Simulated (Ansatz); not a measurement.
A computed series for TiAl: response to strain

Take TiAl (space group P4/mmm, No. 123; a = 2.824 Å, c = 4.075 Å; relaxed with 0.1 eV smearing) as the base. Axes: x, y, z lie along a, b, c of the conventional cell.

Strains are applied to the cell and any free atomic positions relax; under biaxial strain the out-of-plane vector relaxes too.

Level of theory: PBE (Ansatz, a first-principles code; PAW; 420 eV plane waves; no spin-orbit coupling), earlier PAW set.

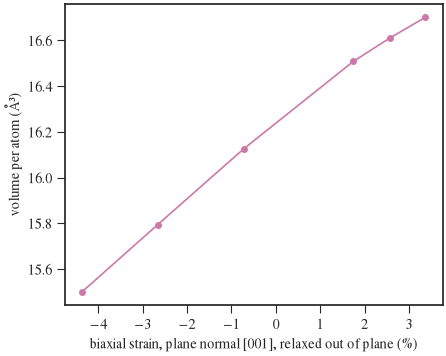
Fig. 1. Volume per atom against biaxial strain, plane normal [001], relaxed out of plane

| biaxial strain, plane normal [001], relaxed out of plane (%) | volume per atom |
|---|---|
| -4.36 | 15.50 Å³ |
| -2.66 | 15.79 Å³ |
| -0.72 | 16.13 Å³ |
| 1.75 | 16.51 Å³ |
| 2.58 | 16.61 Å³ |
| 3.37 | 16.70 Å³ |

Stability against distortions was not tested. The final runs are not spin-polarised.
